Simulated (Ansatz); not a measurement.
# H3LiSSi (SMILES [Li][S][SiH3]): one structure at several levels

Aim: energy, forces and dipole at a frame of a short trajectory, from CCSD(T) and from density functionals.

Method: single points in def2-TZVPP; program: Ansatz 0.2.0, Gaussian basis.

Correlated methods freeze the cores. The outer core shell of Li, Na, Mg and K is correlated.

## 1. The system as given

SMILES `[Li][S][SiH3]`, 6 atoms, charge 0, spin multiplicity 1.

Atoms are counted from 1 here; the program's logs count them from 0.

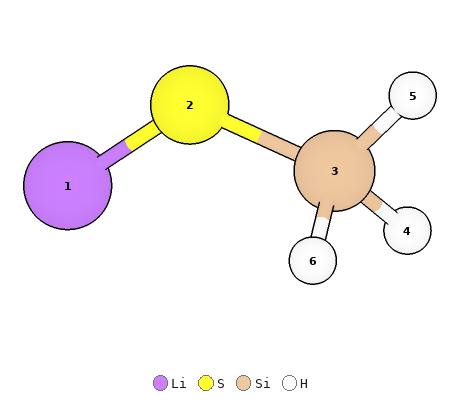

The starting geometry (lithium purple, sulfur yellow, silicon light orange, hydrogen white); atoms are numbered from 1 in the order of the file.

As a file:

```
Li   -1.32382   -2.45675    1.04297
S    -1.25657   -0.70496   -0.02200
Si    0.38177    0.57470   -0.22143
H     1.69458   -0.00886   -0.77621
H     0.21068    1.74796   -1.09635
H     0.86483    0.99342    1.09295
```

## 2. PBE-D4/def2-TZVPP

run/in.yaml reads:

```yaml
crystal:
  periodic: [false, false, false]
  atoms:
    - {symbol: Li, position_ang: [-1.323824, -2.456746, 1.042972]}
    - {symbol: S, position_ang: [-1.256567, -0.704957, -0.021996]}
    - {symbol: Si, position_ang: [0.381775, 0.574699, -0.221432]}
    - {symbol: H, position_ang: [1.694582, -0.008862, -0.776207]}
    - {symbol: H, position_ang: [0.210682, 1.747964, -1.096346]}
    - {symbol: H, position_ang: [0.864827, 0.993424, 1.092955]}
basis:
  gaussian: {orbitals: def2-TZVPP}
hamiltonian: {xc: pbe, dispersion: d4}
output: {forces: true}
```

Launch:

```
> ansatz run in.yaml --threads 2 --pin off --events-out ev --progress --plain --max-ram 3481MiB
```

## 3. r2SCAN-D4/def2-TZVPP

run/in.yaml, as its differences from that of step 2:

```diff
@@ -11,3 +11,3 @@
   gaussian: {orbitals: def2-TZVPP}
-hamiltonian: {xc: pbe, dispersion: d4}
+hamiltonian: {xc: r2scan, dispersion: d4}
 output: {forces: true}
```

## 4. PBE0-D4/def2-TZVPP

run/in.yaml, as its differences from that of step 3:

```diff
@@ -11,3 +11,3 @@
   gaussian: {orbitals: def2-TZVPP}
-hamiltonian: {xc: r2scan, dispersion: d4}
-output: {forces: true}
+hamiltonian: {xc: pbe0, dispersion: d4}
+output: {forces: true, orbitals: {seedname: orbitals}}
```

## 5. wB97M-V/def2-TZVPP

run/in.yaml, as its differences from that of step 4:

```diff
@@ -11,3 +11,3 @@
   gaussian: {orbitals: def2-TZVPP}
-hamiltonian: {xc: pbe0, dispersion: d4}
-output: {forces: true, orbitals: {seedname: orbitals}}
+hamiltonian: {xc: {name: wB97M-V}}
+output: {forces: true}
```

## 6. CCSD(T)/def2-TZVPP

run/in.yaml, as its differences from that of step 5:

```diff
@@ -11,3 +11,3 @@
   gaussian: {orbitals: def2-TZVPP}
-hamiltonian: {xc: {name: wB97M-V}}
+correlation: {method: ccsd_t}
 output: {forces: true}
```

(Steps that only read results are left out.)

Q: Predict the outcome of this session. Wanted: energy less free atoms, CCSD(T)/def2-TZVPP; RMS force component; RMS force error; HOMO and LUMO, PBE0-D4; T1 diagnostic.

**Answer**, as computed:

| quantity | value |
| --- | --- |
| energy less free atoms, CCSD(T)/def2-TZVPP | -379.1 kcal/mol |
| RMS force component | 0.484 to 0.529 eV/Å over the methods |
| RMS force error | PBE-D4 0.135, r2SCAN-D4 0.065, PBE0-D4 0.081, wB97M-V 0.042 eV/Å |
| HOMO and LUMO, PBE0-D4 | -6.17 and -1.44 eV |
| T1 diagnostic | 0.010 |

What this shows: Against CCSD(T) the functionals' energies less atoms differ by -15.5 to -5.2 kcal/mol, PBE-D4 by -6.2 kcal/mol. The reference is not at the basis limit: in triple zeta CCSD(T) underbinds, which counts against methods that bind more; the gaps are no ranking. The forces of wB97M-V come nearest to CCSD(T), those of PBE-D4 are farthest. Frozen-core CCSD(T) forces in triple zeta carry basis errors of their own, and this is one geometry, so small gaps rank nothing.
